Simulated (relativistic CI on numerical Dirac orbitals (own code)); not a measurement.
## Run report: Pd²⁺, relativistic CI calculation

System: Pd²⁺.
Method: Dirac-Coulomb-Breit CI, KLI orbitals optimised for each configuration, model QED (radiative potential, 1s self-energy scaled to tabulated hydrogen-like ionisation energies), valence Slater integrals scaled by 0.7, multiplet model of core-to-valence dipole absorption in a parametric crystal field (relativistic CI on numerical Dirac orbitals, in-house).

### Input
```
atom Pd  Z=46  charge=2  electrons=44
nucleus A=106  rms_radius_fm=4.5318
hamiltonian dirac-coulomb  breit=on  qed=on  c_scale=1
orbitals kli  potential=per-configuration
slater_scale 0.7
correlation none
mixing on
configurations
  [Kr] 4d8
  [Ne] 3s2 3p5 3d10 4s2 4p6 4d9
end
absorption M2,3 T=300 lorentz=2 gauss=0.4
crystal_field Oh 10Dq=12300
```

The program writes its results to a structured record and prints no log; tables and figures of this report are taken from that record.

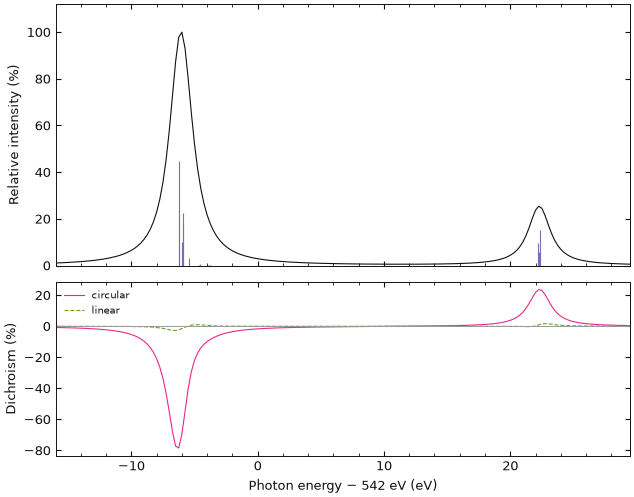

Figure 1. M₂,₃ X-ray absorption of Pd²⁺ (palladium, Z = 46), [Kr] 4d⁸, in a field of Oh symmetry with 10Dq = 12,300 cm⁻¹. Sticks are the strongest transitions, on a scale of their own. Multiplet model: relativistic Dirac–Coulomb–Breit theory, one configuration a step, Slater integrals scaled by 0.7, 300 K, Voigt broadening (Lorentzian 2 eV, Gaussian 0.4 eV full widths), computed with a radial Dirac CI code. Dichroism is for the ground state at zero temperature, magnetised by an exchange field of 10 meV on Sz (linear: z less the mean of x and y). The main maxima lie at 535.9 eV (100) and 564.3 eV (25), heights in % of the largest; the centroid is at 541.5 eV. The lower edge holds 0.80 of the intensity (branching ratio, edges parted at 551 eV), and the core spin-orbit splitting of the orbitals is 28.3 eV. The ground state has S = 1.00. The circular dichroism (Δm = −1 less Δm = +1) is largest at 535.8 eV, −78 % of the isotropic maximum; its integrals over the lower and upper edge are −0.187 and 0.062 of the sum over the three polarisations. The magnetised ground state has ⟨Lz⟩ = −0.45 and ⟨Sz⟩ = −0.98.

### Key numbers

| quantity | value |
| --- | --- |
| outcome | converged |
| hardware | 1 CPU thread, shared host |

### Notes

Limits: free-ion energies, so absolute edge positions are off by a few eV from solids.
